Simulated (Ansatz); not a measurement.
System: Cd5B3ClO9 (Cm).

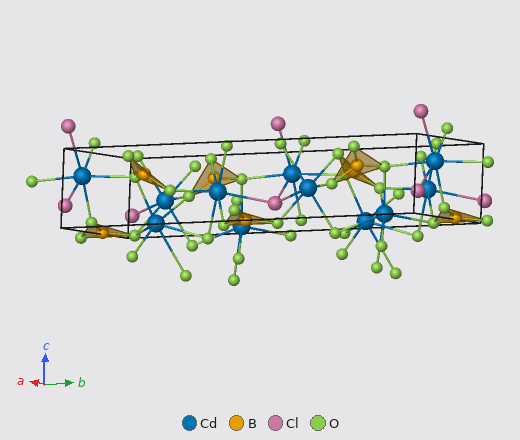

The structure (cadmium blue, boron orange, chlorine pink, oxygen green). Some periodic images of atoms are drawn too.

```xyz
18
Lattice="4.0860 -8.0305 0.0000 4.0860 8.0305 0.0000 -0.5611 0.0000 3.4285" Properties=species:S:1:pos:R:3 pbc="T T T"
Cd    6.7292   -2.0569    1.9414
Cd    6.7292    2.0569    1.9414
Cd    3.4694    2.8236    3.1283
Cd    3.4694   -2.8236    3.1283
Cd    2.1727    0.0000    1.0637
B     4.5290    0.0000    3.3385
B     5.2902   -4.8438    1.1554
B     5.2902    4.8438    1.1554
Cl    0.0026    0.0000    2.4405
O     5.7077   -1.2238    0.0663
O     5.7077    1.2238    0.0663
O     3.1886    0.0000    2.9982
O     2.3269    2.3563    1.1889
O     2.3269   -2.3563    1.1889
O     4.1492    5.1346    0.4293
O     4.1492   -5.1346    0.4293
O     5.2679   -3.6830    1.9027
O     5.2679    3.6830    1.9027
```

Geometry: measured cell, ions relaxed with PBE. The runs that relaxed it are not among those shown.

Gaps computed with Ansatz 0.2.0 without a self-energy: PBE 1.98 eV, PBE+SOC 1.98 eV, r2SCAN 2.49 eV, HSE06 3.57 eV and PBE0 4.30 eV.

Question: Estimate the G0W0@PBE gap with 2×2×4 mesh, 1033 empty bands, screening to 160 eV, PAW set soft_1 files.

About 3.48 eV: on its mesh the run moves the gap from 1.98 eV by +1.50 eV. Among the scalar-relativistic levels given, HSE06 is nearest (+0.09 eV). Bands and cutoff are finite, so the gap is not at the basis limit. The miss can reach some tenths of an eV and take either sign; the mesh is an error of its own. The 2×2×4 mesh is coarse for this cell (its supercell is 14 Å along the shortest edge). The RPA ε∞ on it, from the PBE start, is 3.54, 3.80 and 3.95; such meshes misread the long-range screening, most where the gap is narrow. A d shell, filled or nearly so, lies near the gap. One-shot GW converges very slowly in bands there, not always from below, and on a semilocal start the gap tends to come out low; starts rich in exact exchange can overshoot instead. The many-body steps are scalar-relativistic: spin-orbit coupling is not in them.

[Paths, hosts, dates, memory and timing lines, banners, echoed tables and standing remarks are left out of the program output.]

[Logs are printed without paths, hosts, clocks, repeated set-up lines and the standing remarks that a program may print on its own settings, such as how far it seeks lower states.]

[Runs of the session that timed out or met a known fault of the program may be left out.]

[Cells called generated may have been cut or substituted from an entry of the Crystallography Open Database or the Materials Project.]

[Hosts, paths, dates, database ids (printed as entryN), source tags and the programs' standing remarks are cut or masked in the printed files.]
